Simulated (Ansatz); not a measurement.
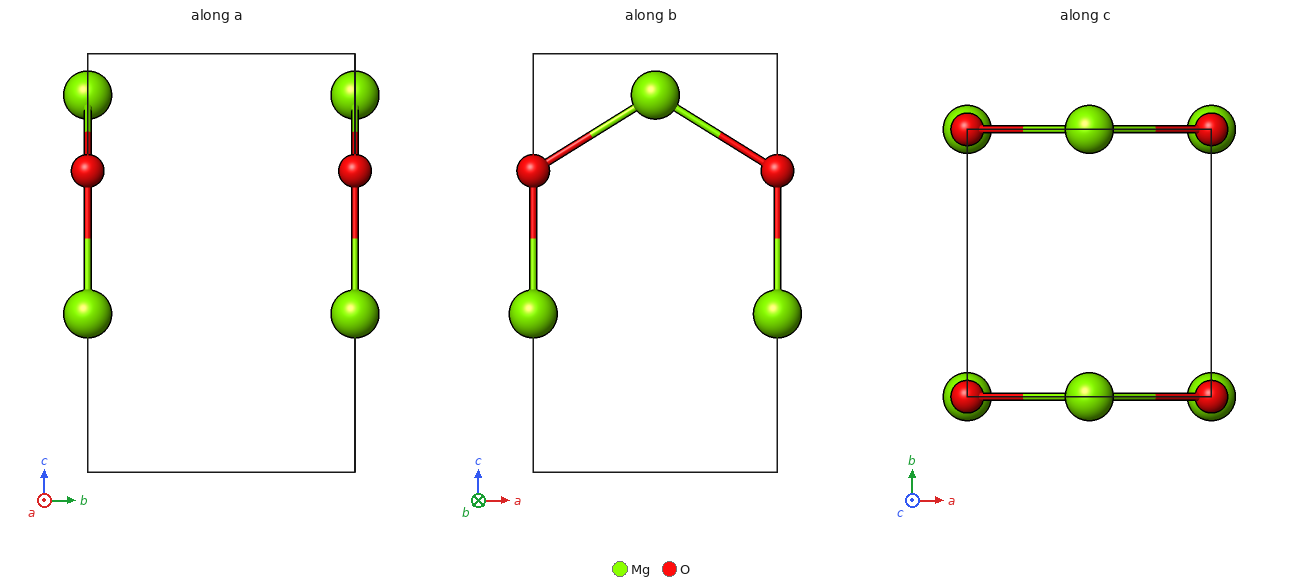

An orthographic ball-and-stick view of the structure, along the a axis, along the b axis and along the c axis. One conventional unit cell is framed, with atoms on its boundary repeated.

Lattice parameters: a = 3.236 Å, b = 3.543 Å, c = 5.544 Å, α = 90.00°, β = 90.00°, γ = 90.00°. Put a along x and b in the xy plane.

Q: Record the structure as a POSCAR file, with free fractional coordinates to two decimals.

A:
```
Mg O
1.0
     3.236    0.000    0.000
     0.000    3.543    0.000
     0.000    0.000    5.544
Mg O
2 1
Direct
  0.00 0.00 0.38
  0.50 0.00 0.90
  0.00 0.00 0.72
```

The initial geometry was a structure type filled with these elements by a generator (whether the compound takes this form wasn't checked). Earlier steps of the study may have refined or changed the cell and positions. It went into a calculation with Ansatz.
